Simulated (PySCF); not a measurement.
**One shape, several levels: AlH2ClF− (SMILES [F][AlH2-][Cl])**

Wanted: a comparison of 4 runs (HF/jorge-DZP-DKH, r2SCANh/6-311G, MP2/3-21G, MP2/cc-pV(T+d)Z) of AlH2ClF−. 

The calculation is run with PySCF 2.14.0.

8 further runs of the same task are left out: 1 that didn't finish, 7 set aside as unsound or not needed.

**1. The structure to begin with**

The species is AlH2ClF− (5 atoms), meant as a singlet with charge -1. As SMILES, `[F][AlH2-][Cl]`. Geometry: a GFN2-xTB relaxation, a rough one for these elements and not checked as a minimum.

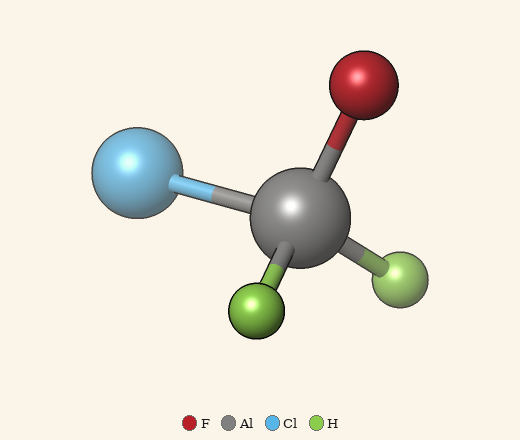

The structure, seen from a chosen angle (fluorine red, aluminium grey, chlorine blue, hydrogen green).

**2. Energy and one-electron properties at HF/jorge-DZP-DKH (sfX2C, density fitting with cc-pvqz-jkfit) (run 1)**

Contents of job.py:

```python
# [F][AlH2-][Cl]
import numpy
from pyscf import gto, scf, lo

mol = gto.M(
    atom='''
F       -1.193270       0.114160       1.228710
Al      -0.086940       0.062310      -0.052380
Cl       1.653880      -0.992940       0.511330
H       -0.732650      -0.721820      -1.269020
H        0.358980       1.538300      -0.418630
''',
    spin=0,
    max_memory=1860,
    verbose=4,
    charge=-1,
    basis='jorge-dzp-dkh',
)

hf = scf.RHF(mol)
hf = hf.sfx2c1e()
hf = hf.density_fit(auxbasis='cc-pvqz-jkfit')
hf.kernel()

e_final = hf.e_tot
print('E(%s) = %.9f' % ('HF', e_final))
dip = hf.dip_moment()
pop, q = hf.mulliken_pop()
quad = hf.quad_moment()
occ = hf.mo_coeff[:, hf.mo_occ > 0]
iaos = lo.vec_lowdin(lo.iao.iao(mol, occ), hf.get_ovlp())
c = iaos.T @ hf.get_ovlp() @ occ
pop_iao, q_iao = scf.hf.mulliken_pop(lo.iao.reference_mol(mol), (c * hf.mo_occ[hf.mo_occ > 0]) @ c.T, numpy.eye(c.shape[0]), verbose=0)
print('IAO charges', numpy.round(q_iao, 4))
```

On the command line:

```console
$ OMP_NUM_THREADS=1 python job.py
```

The log of the run:

```text
PySCF version 2.14.0

[INPUT] num. atoms = 5
[INPUT] num. electrons = 42
[INPUT] charge = -1
[INPUT] spin (= nelec alpha-beta = 2S) = 0
[INPUT] symmetry False subgroup None
[INPUT] Mole.unit = angstrom
[INPUT] Symbol           X                Y                Z      unit          X                Y                Z       unit  Magmom
[INPUT]  1 F     -1.193270000000   0.114160000000   1.228710000000 AA   -2.254953492660   0.215731134380   2.321925386514 Bohr   0.0
[INPUT]  2 Al    -0.086940000000   0.062310000000  -0.052380000000 AA   -0.164292789270   0.117748834822  -0.098983854405 Bohr   0.0
[INPUT]  3 Cl     1.653880000000  -0.992940000000   0.511330000000 AA    3.125380242896  -1.876384658126   0.966273659274 Bohr   0.0
[INPUT]  4 H     -0.732650000000  -0.721820000000  -1.269020000000 AA   -1.384507845163  -1.364042111234  -2.398100246596 Bohr   0.0
[INPUT]  5 H      0.358980000000   1.538300000000  -0.418630000000 AA    0.678373884196   2.906965697418  -0.791096047527 Bohr   0.0

[... 49 lines left out ...]
converged SCF energy = -804.165057016385
[... 1 line left out ...]
Dipole moment(X, Y, Z, Debye): -0.58217,  0.77471, -1.29651
[... 43 lines left out ...]
pop of  2 Cl 4s           0.98949
pop of  2 Cl 5s           0.99381
pop of  2 Cl 6s           0.90427
pop of  2 Cl 7s           1.05464
pop of  2 Cl 2px          1.94556
pop of  2 Cl 2py          1.94662
pop of  2 Cl 2pz          1.94687
pop of  2 Cl 3px          0.30662
pop of  2 Cl 3py          0.31788
pop of  2 Cl 3pz          0.32046
pop of  2 Cl 4px          0.92345
pop of  2 Cl 4py          0.94779
pop of  2 Cl 4pz          0.95328
pop of  2 Cl 5px          0.60427
pop of  2 Cl 5py          0.67369
pop of  2 Cl 5pz          0.70464
pop of  2 Cl 3dxy         0.00406
pop of  2 Cl 3dyz         0.00077
pop of  2 Cl 3dz^2        0.00146
pop of  2 Cl 3dxz         0.00188
pop of  2 Cl 3dx2-y2      0.00234
pop of  3 H 1s            0.74581
pop of  3 H 2s            0.61144
pop of  3 H 2px           0.00096
pop of  3 H 2py           0.00167
pop of  3 H 2pz           0.00352
pop of  4 H 1s            0.74583
pop of  4 H 2s            0.61132
pop of  4 H 2px           0.00054
pop of  4 H 2py           0.00521
pop of  4 H 2pz           0.00041
 ** Mulliken atomic charges  **
charge of    0F =     -0.65133
charge of    1Al =      0.88927
charge of    2Cl =     -0.51123
charge of    3H =     -0.36340
charge of    4H =     -0.36331
Traceless quadrupole moment (Debye*A):

IAO charges [-0.6804  0.8984 -0.5279 -0.3451 -0.345 ]
```

Wall time 1.3 s (1 thread of Arm Neoverse V2, shared host); peak memory 0.14 GiB.

Atomic charges (e):

| atom | Mulliken | IAO |
| --- | --- | --- |
| F1 | -0.651 | -0.680 |
| Al2 | +0.889 | +0.898 |
| Cl3 | -0.511 | -0.528 |
| H4 | -0.363 | -0.345 |
| H5 | -0.363 | -0.345 |

**3. The energy at r2SCANh/6-311G (sfX2C, density fitting with aug-cc-pvtz-jkfit, Cartesian functions) (run 2)**

Contents of mol.xyz:

```xyz
5
AlClFH2
F     -1.193270     0.114160     1.228710
Al    -0.086940     0.062310    -0.052380
Cl     1.653880    -0.992940     0.511330
H     -0.732650    -0.721820    -1.269020
H      0.358980     1.538300    -0.418630
```

Contents of input.py:

```python
# [F][AlH2-][Cl]
from pyscf import gto, dft

system = gto.Mole()
system.atom = 'mol.xyz'
system.basis = '6-311g'
system.symmetry = True
system.charge = -1
system.verbose = 3
system.cart = True
system.max_memory = 1860
system.build()

mf = dft.RKS(system, xc='r2scanh')
mf = mf.x2c()
mf = mf.density_fit(auxbasis='aug-cc-pvtz-jkfit')
mf.kernel()

energy = mf.e_tot
print('E(%s) = %.9f' % ('R2SCANH', energy))
```

On the command line:

```console
$ OMP_NUM_THREADS=1 python input.py
```

The log of the run:

```text
converged SCF energy = -805.554517810716
E(R2SCANH) = -805.554517811
```

It took 5.7 s on 1 thread of Arm Neoverse V2, shared host; peak memory 0.31 GiB.

Run 3 isn't shown in full; the table further down has it.

**4. The energy at MP2/cc-pV(T+d)Z (density fitting with def2-universal-jkfit, ddCOSMO dichloromethane) (run 4)**

Contents of input.py:

```python
from pyscf import gto, mp, solvent

mol = gto.M(
    atom='''
F   -1.193270   0.114160   1.228710
Al  -0.086940   0.062310  -0.052380
Cl   1.653880  -0.992940   0.511330
H   -0.732650  -0.721820  -1.269020
H    0.358980   1.538300  -0.418630
''',
    verbose=3,
    max_memory=1860,
    basis='cc-pv(t+d)z',
    charge=-1,
)

myscf = mol.RHF()
myscf = myscf.density_fit(auxbasis='def2-universal-jkfit')
myscf = myscf.ddCOSMO()
myscf.with_solvent.eps = 8.93  # dichloromethane
myscf.kernel()

pt = mp.MP2(myscf, frozen=11).run()
energy = pt.e_tot
print('Final energy', energy)
```

On the command line:

```console
$ OMP_NUM_THREADS=1 python input.py
```

The log of the run:

```text
converged SCF energy = -802.360450225088
E(DFRMP2) = -802.908141512358  E_corr = -0.547691287270412
E(SCS-DFRMP2) = -802.903580772351  E_corr = -0.543130547263437
Final energy -802.9081415123584
```

It took 11 s on 1 thread of Arm Neoverse V2, shared host; peak memory 0.35 GiB.

**5. Overview of the runs**

| run | level | task | integral approximation | energy (Eh) | HOMO energy (eV) | LUMO energy (eV) | HOMO–LUMO gap (eV) | wall time |
| --- | --- | --- | --- | --- | --- | --- | --- | --- |
| 1 | HF/jorge-DZP-DKH (sfX2C, density fitting with cc-pvqz-jkfit) | properties | cc-pvqz-jkfit | -804.165057 | -5.61 | 8.59 | 14.20 | 1.3 s |
| 2 | r2SCANh/6-311G (sfX2C, density fitting with aug-cc-pvtz-jkfit, Cartesian functions) | energy | aug-cc-pvtz-jkfit | -805.554518 | -2.19 | 5.42 | 7.61 | 5.7 s |
| 3 | MP2/3-21G (density fitting with def2-universal-jkfit, ddCOSMO dichloromethane) | energy | def2-universal-jkfit | -798.409948 | -9.70 | 5.16 | 14.86 | 2.1 s |
| 4 | MP2/cc-pV(T+d)Z (density fitting with def2-universal-jkfit, ddCOSMO dichloromethane) | energy | def2-universal-jkfit | -802.908142 | -9.76 | 4.42 | 14.18 | 11 s |

**6. What came out**

```
                                                    quantity          value
                                         run 4: total energy  -802.90814 Eh
                  run 4: HOMO energy (Hartree–Fock orbitals)       -9.76 eV
                  run 4: LUMO energy (Hartree–Fock orbitals)        4.42 eV
run 4: HOMO–LUMO gap (to an unbound level, set by the basis)       14.18 eV
         run 4: correlation energy (11 core orbitals frozen)     -547.7 mEh
                           run 4: solvent term in the energy  -198.6 kJ/mol
```

In words: Some runs of one species differ in core potentials or relativity; totals across that change don't compare. All runs together took 20 s, the longest 11 s.
